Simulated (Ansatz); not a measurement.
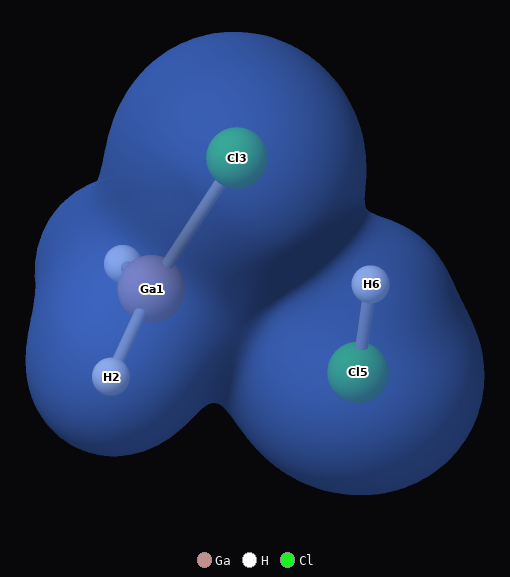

Figure 1: ClGaH2···HCl. Isosurface of the electron density at 0.05 e/Å³ (blue), seen at a tilt.

Computed with RKS B3LYP/def2-SVP (Ansatz).

```yaml
atoms:
  - { symbol: Ga, position_ang: [-0.1781, 0.2252, 0.1424] }
  - { symbol: H, position_ang: [-0.3105, 1.1752, 1.3718] }
  - { symbol: Cl, position_ang: [1.9288, -0.2306, -0.4052] }
  - { symbol: H, position_ang: [-1.2117, -0.2069, -0.9422] }
  - { symbol: Cl, position_ang: [-0.0346, -2.2246, 1.5765] }
  - { symbol: H, position_ang: [1.1388, -2.0505, 1.0308] }
```

### Which contacts does the surface bridge?

At this value the surface is in one piece. It bridges the sampled Ga···Cl (2.84 Å), Ga–Cl (2.22 Å), Cl–H (1.31 Å) and Ga–H (1.56 Å) contacts, where the density stays above the isovalue. On the grid the lowest density along these lines, outside the cores, is 0.15 e/Å³ (Ga···Cl, 2.84 Å), 0.53 e/Å³ (Ga–Cl, 2.22 Å), 1.6 e/Å³ (Cl–H, 1.31 Å) and 0.78 e/Å³ (Ga–H, 1.56 Å).
